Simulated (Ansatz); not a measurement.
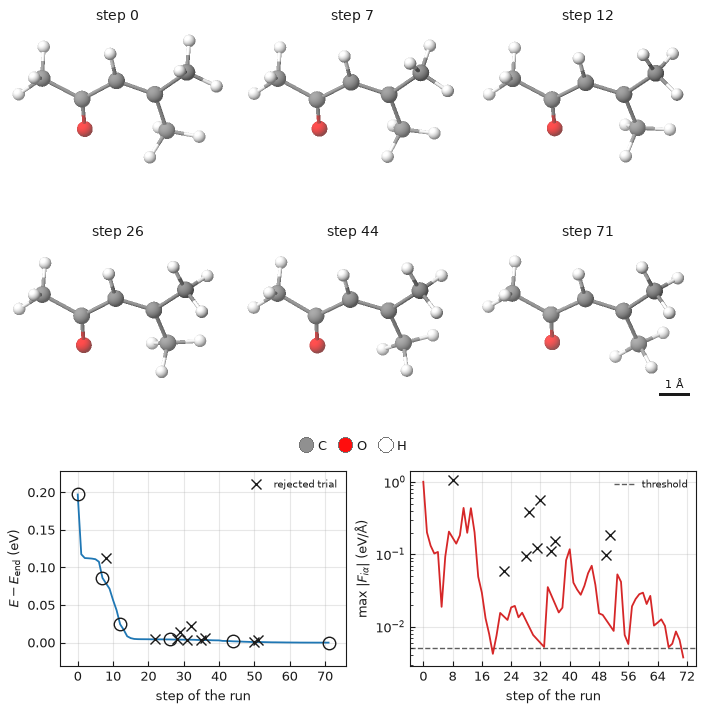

Frames of a relaxation of C6H10O, marked on the history of the run. The picture is a ball-and-stick view, seen from a free direction.

The start comes from PBE-D4/def2-SVP.

Level of theory: RKS PBE0-D4/def2-TZVP in Ansatz 0.2.0.

Input
```yaml
crystal:
  periodic: [false, false, false]
  atoms:
    - {symbol: C, position_ang: [1.177426, -2.291870, -1.221877]}
    - {symbol: C, position_ang: [0.878514, -0.818196, -0.972377]}
    - {symbol: O, position_ang: [1.406296, 0.060519, -1.657239]}
    - {symbol: C, position_ang: [-0.071663, -0.533465, 0.124003]}
    - {symbol: C, position_ang: [-0.479621, 0.711131, 0.513067]}
    - {symbol: C, position_ang: [0.005239, 1.972740, -0.149303]}
    - {symbol: C, position_ang: [-1.460439, 0.839468, 1.658358]}
    - {symbol: H, position_ang: [0.243725, -2.847602, -1.450965]}
    - {symbol: H, position_ang: [1.610932, -2.760286, -0.313020]}
    - {symbol: H, position_ang: [1.885800, -2.390757, -2.064077]}
    - {symbol: H, position_ang: [-0.476068, -1.407814, 0.663605]}
    - {symbol: H, position_ang: [-0.444810, 2.873994, 0.309670]}
    - {symbol: H, position_ang: [1.111101, 2.046542, -0.103420]}
    - {symbol: H, position_ang: [-0.213835, 1.961378, -1.236606]}
    - {symbol: H, position_ang: [-1.056244, 0.380379, 2.584962]}
    - {symbol: H, position_ang: [-2.409542, 0.309004, 1.433245]}
    - {symbol: H, position_ang: [-1.706801, 1.894845, 1.881974]}
basis:
  gaussian: {orbitals: def2-TZVP}
hamiltonian: {xc: pbe0, dispersion: d4}
relax: {f_tol: 0.005, max_steps: 150}
```

Command:
```bash
ansatz run in.yaml --threads 2 --pin off --events-out ev --progress --plain --max-ram 32768MiB --backend cuda --devices 0, --max-vram 18GiB
```

Describe the path.

After 61 accepted moves (71 points after the start) the energy has fallen by 0.197 eV. The largest force component goes from 1 to 0.0038 eV/Å. The line search rejected the trial steps at points 8, 22, 28, 29, 31, 32, 35, 36 and more of the run. The forces were under the threshold at step 19, but the run went on from there. The atom that moves furthest after the best rigid fit is H13 (1.10 Å). By element the largest moves are H 1.10 Å, O 0.18 Å, C 0.14 Å. Among the contacts that change: C4–C5 1.366 → 1.343 Å, C2–O3 1.233 → 1.214 Å, C1–H10 1.105 → 1.088 Å, C1–H8 1.110 → 1.094 Å. Bond angles that change, for instance: H13–C6–H14 103.8° → 109.2°, H12–C6–H13 109.5° → 106.1°, C6–C5–C7 118.1° → 115.0°. Groups turn about C5–C7 by about 60°, C5–C6 by about 55°. The run took about 210 s of wall time on a shared GPU. From step 0 to 7: H atoms move most (0.32 Å), energy −0.111 eV. From step 7 to 12: H atoms move most (0.39 Å), energy −0.062 eV. From step 12 to 26: H16 moves most (0.26 Å), energy −0.020 eV. From step 26 to 44: H13 moves most (0.36 Å), energy −0.003 eV. From step 44 to 71: H13 moves most (0.34 Å), energy −0.002 eV.

| step | E − E(0), eV | largest force component, eV/Å | note |
| --- | --- | --- | --- |
| 0 | 0.0000 | 1.0066 |  |
| 1 | -0.0796 | 0.2010 |  |
| 2 | -0.0846 | 0.1317 |  |
| 3 | -0.0849 | 0.1026 |  |
| 4 | -0.0853 | 0.1080 |  |
| 5 | -0.0862 | 0.0188 |  |
| 6 | -0.0896 | 0.0930 |  |
| 7 | -0.1111 | 0.2060 |  |
| 8 | -0.0841 | 1.0768 | rejected |
| 9 | -0.1254 | 0.1405 |  |
| 10 | -0.1406 | 0.1832 |  |
| 13 | -0.1800 | 0.4344 |  |
| 16 | -0.1923 | 0.0294 |  |
| 20 | -0.1927 | 0.0075 |  |
| 23 | -0.1928 | 0.0124 |  |
| 26 | -0.1929 | 0.0135 |  |
| 29 | -0.1835 | 0.3903 | rejected |
| 32 | -0.1749 | 0.5606 | rejected |
| 36 | -0.1916 | 0.1525 | rejected |
| 39 | -0.1942 | 0.0826 |  |
| 42 | -0.1950 | 0.0327 |  |
| 45 | -0.1956 | 0.0547 |  |
| 49 | -0.1963 | 0.0145 |  |
| 52 | -0.1964 | 0.0087 |  |
| 55 | -0.1968 | 0.0077 |  |
| 58 | -0.1969 | 0.0242 |  |
| 61 | -0.1970 | 0.0206 |  |
| 65 | -0.1971 | 0.0126 |  |
| 68 | -0.1972 | 0.0058 |  |
| 71 | -0.1972 | 0.0038 |  |
